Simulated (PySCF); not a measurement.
**C6H6NO (SMILES Nc1cccc([O-])c1) (charge −1): density, localisation and related maps**

```xyz
14

N     2.2516   -0.2317    1.1354
C     0.9841   -0.0132    0.5417
C     0.3552    1.2360    0.7000
C    -0.9142    1.4080    0.1251
C    -1.5540    0.3980   -0.5746
C    -0.9516   -0.9067   -0.7547
O    -1.5139   -1.8445   -1.3827
C     0.3562   -1.0392   -0.1568
H     2.8161    0.6106    1.1626
H     2.7651   -0.9753    0.6751
H     0.8400    2.0389    1.2639
H    -1.4145    2.3785    0.2362
H    -2.5429    0.5583   -1.0155
H     0.8564   -2.0080   -0.2726
```

Geometry: PBE0-D3(BJ)/ma-def2-SVP.

Method: PySCF 2.14.0, density-fitted response routines, DFT single point, gas phase, functional wB97X.

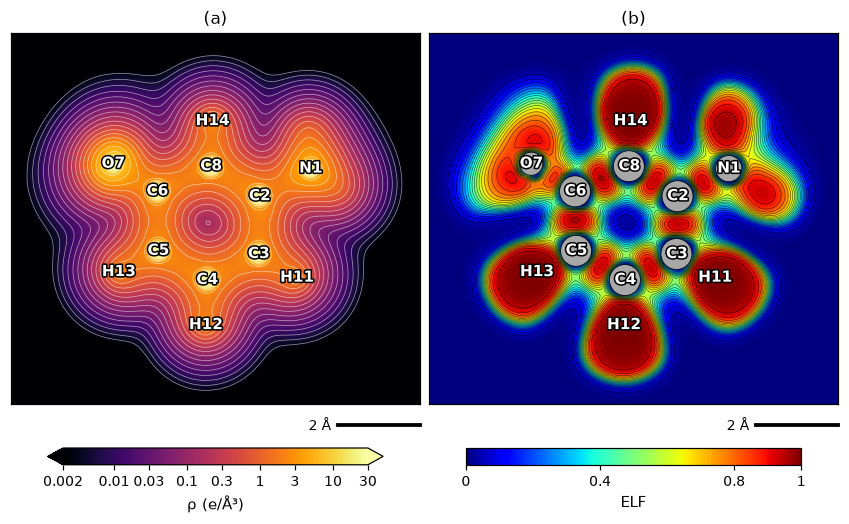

Figure 1. (a) total electron density; (b) electron localisation function on the plane of atoms C5, C6 and C8. Grey discs cover the atomic cores in the ELF map.

### What does the map show?

Atoms in the plane: N, C, O and H.
C–O (1.26 Å): ρ at the midpoint is about 3 e/Å³; the ELF peaks at about 0.85 between the atoms (a polar covalent bond).
C–C (1.39 Å): the density is about 2.2 e/Å³ at the midpoint; the ELF peaks at about 0.95 between the atoms: a covalent bond.
C–N (1.42 Å): the density is about 2.1 e/Å³ at the midpoint; the ELF peaks at about 0.95 between the atoms, as expected for a covalent bond.
C–C (1.44 Å): ρ at the midpoint is about 2 e/Å³; the ELF peaks at about 0.95 between the atoms; localised, covalent bonding.
C–H (1.09 Å): ρ at the midpoint is about 1.9 e/Å³; the ELF climbs to about 1 towards the hydrogen, as it does in any bond to H (a covalent bond by its length).
The ELF also peaks beside O7, away from the bonds: lone-pair regions.

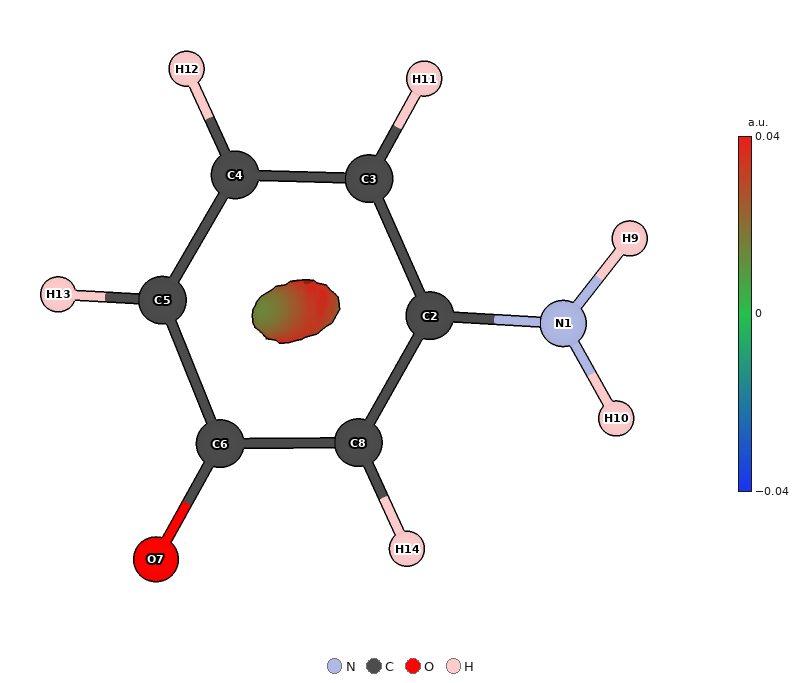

Figure 2. Non-covalent interaction (NCI) plot: the surface where the reduced density gradient is 0.6, for densities under 0.05 a.u., coloured by sign(λ₂)ρ; seen at an oblique angle.

### Which non-covalent interactions does the plot reveal?

Inside the ring or cage of C2, C3, C4, C5, C6 and C8: steric crowding (red).
